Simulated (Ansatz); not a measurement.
**BF3H2: density, localisation and related maps**

```xyz
6

H    -0.1560    0.0961   -1.8629
H     0.2964   -0.5134   -1.9158
F    -0.5733   -1.0701    1.1654
B    -0.0344    0.1031    0.9405
F    -0.7914    1.1174    0.5969
F     1.2588    0.2669    1.0759
```

At this geometry the atoms fall into two loosely joined parts.

Theory: Ansatz 0.2.0, RKS PBE0/def2-SVP.

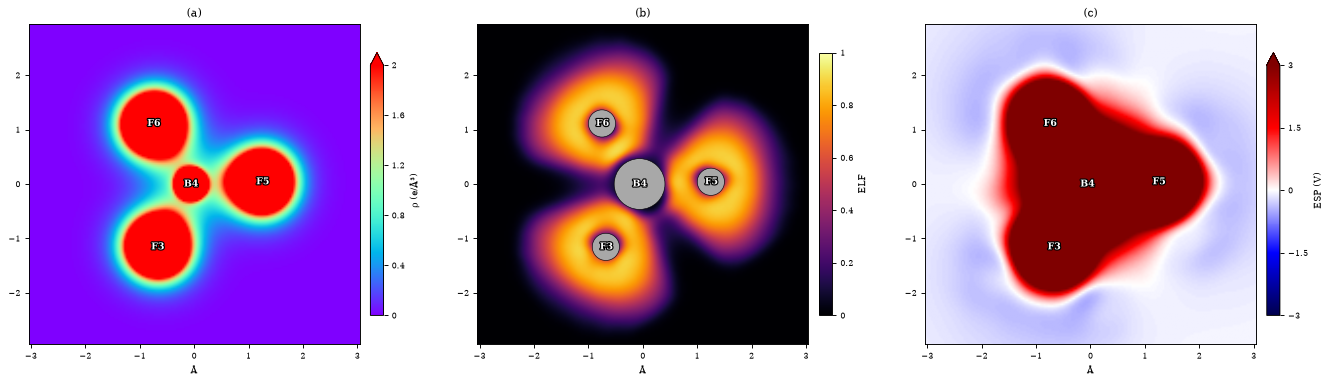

Figure 1. (a) total electron density; (b) electron localisation function; (c) electrostatic potential on the plane of atoms F5, B4 and F6. Grey discs cover the atomic cores in the ELF map.

> Interpret the plot.

The plane passes through F and B nuclei. B–F (1.31 Å): ρ at the midpoint is about 2.3 e/Å³; the ELF peaks at about 0.90 between the atoms: a polar covalent bond. The ELF also peaks beside F3, F5 and F6, away from the bonds: lone-pair regions. Outside the dense part of the molecule the potential is most negative (−0.5 V) near F3 and F6.

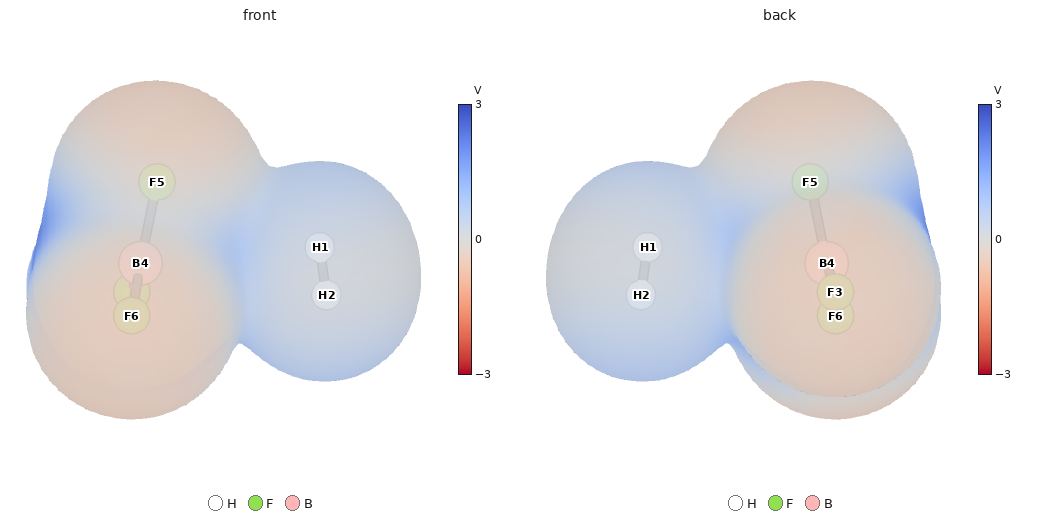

Figure 2. The molecular electrostatic potential painted on the density surface at 0.001 e/bohr³, seen from the front and from behind; red is negative and blue positive.

> Where is the surface potential most negative and most positive?

The most negative region (about −0.4 V) lies over F3, F5 and F6, the most positive (about +2.0 V) over B4.

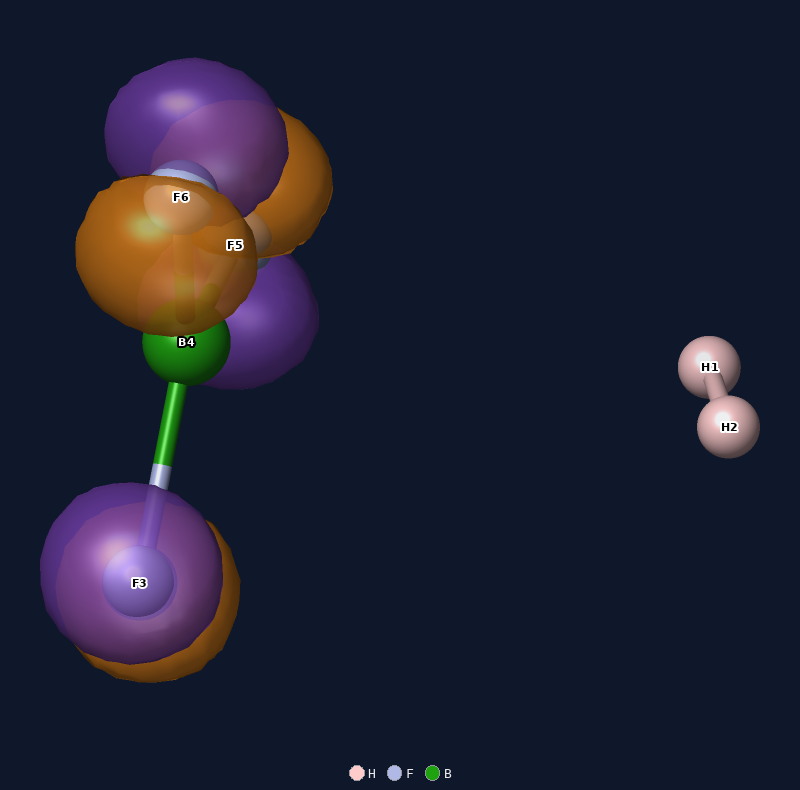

Figure 3. The HOMO at ±0.3 Å⁻³ᐟ² (orange and purple are the two phases), seen at an oblique angle.

> Where does this orbital lie, and at what energy?

It lies mainly on F3 (about 30 %), F6 (about 30 %) and F5 (about 30 %); largely a combination of lone pairs on F3, F6 and F5. Its energy is −11.95 eV.
